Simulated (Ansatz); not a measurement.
## Electronic structure of BClH2OSi (SMILES B[Si](=O)Cl) in real space

```yaml
atoms:
  - { symbol: B, position_ang: [-0.2965, 1.0062, -0.1604] }
  - { symbol: Si, position_ang: [0.2544, -0.8330, 0.3620] }
  - { symbol: O, position_ang: [0.4632, -1.3577, 1.7663] }
  - { symbol: Cl, position_ang: [0.5011, -1.9291, -1.3367] }
  - { symbol: H, position_ang: [-1.4521, 1.2716, -0.2764] }
  - { symbol: H, position_ang: [0.5300, 1.8419, -0.3548] }
```

Geometry: PBE0-D4/def2-TZVP.

Level of theory: Ansatz 0.2.0, RKS PBE0-D4/def2-TZVPP.

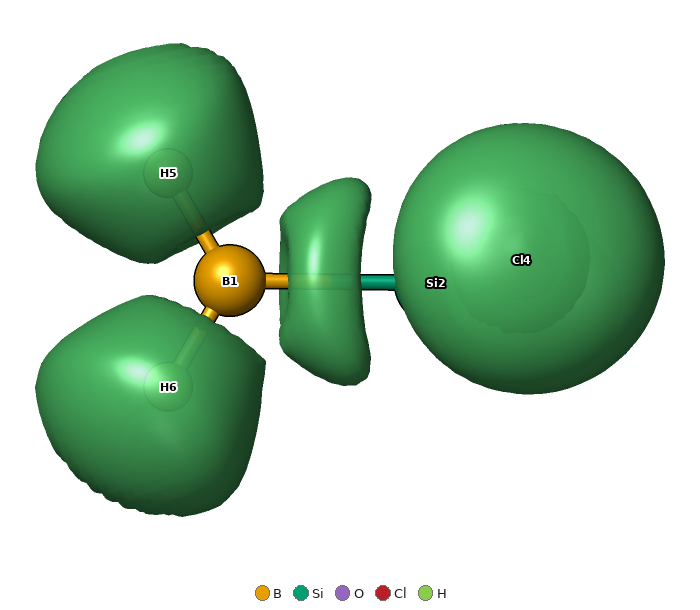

Figure 1. Isosurface of the ELF at 0.75 (green), seen from one side. Only the valence region is drawn (cores and ρ < 0.01 e/Å³ removed).

Identify the bonds, lone pairs and shells in this picture.

The ELF exceeds this value in one region between bonded B–Si atoms (shared pairs), two regions around hydrogen nuclei, one region on Cl in which the atom's valence shell and bonds are merged and one region wrapped around O (its lone pairs, merged into a ring or cap). Along the contacts the grid gives the following. Si–O (1.51 Å): the ELF peaks at about 0.85 between the atoms; a short, strongly polar bond. Si–B (1.99 Å): the ELF peaks at about 1 between the atoms: a covalent bond.

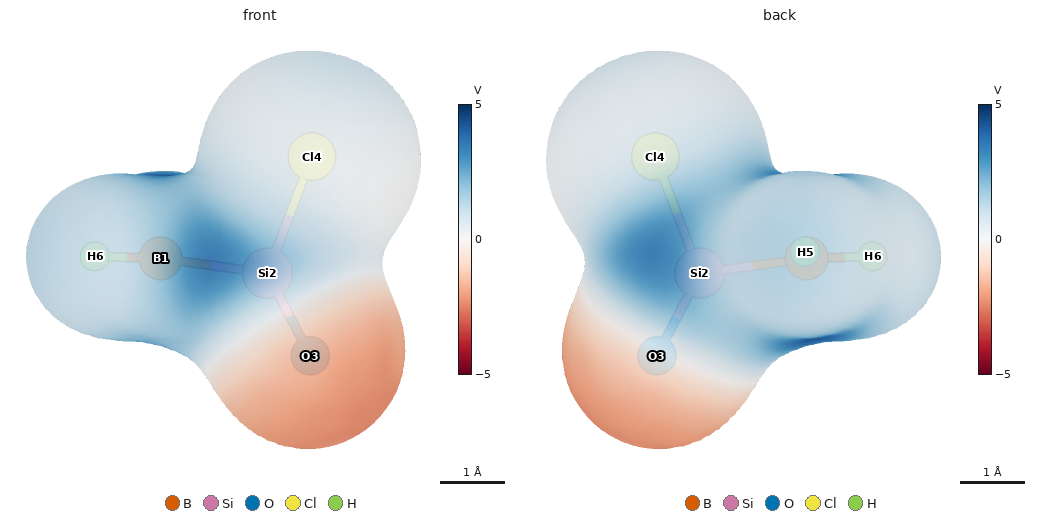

Figure 2. The electrostatic potential painted on the density surface at 0.004 e/bohr³, seen from the front and from behind; the colour scale runs from red (negative) to blue (positive).

Which sites attract a positive test charge, and which a negative one?

A positive charge is drawn to the negative regions and a negative charge to the positive ones. The most negative region (about −2.3 V, or −53 kcal/mol for a unit charge) lies over O3, the most positive (about +4.1 V, or +95 kcal/mol for a unit charge) over B1. Cl4 shows a σ-hole: about +0.9 V, or +21 kcal/mol for a unit charge at the tip opposite its bond, against about +0.3 V, or +7 kcal/mol for a unit charge on its flanks. O3 is the likeliest acceptor of a hydrogen bond.

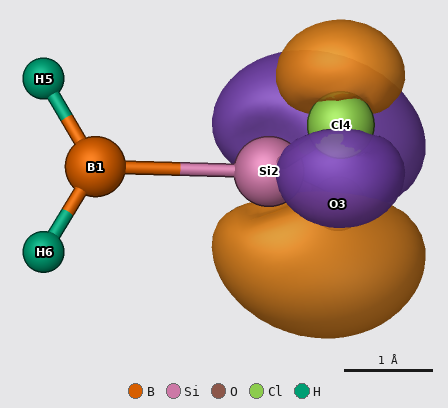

Figure 3. The HOMO−1 at ±0.1 Å⁻³ᐟ² (orange and purple are the two phases), seen from one side.

What is the character of this orbital?

By Hirshfeld shares it lies mainly on O3 (about 70 %), Si2 (about 20 %) and Cl4 (about 10 %). Its energy is −9.00 eV.
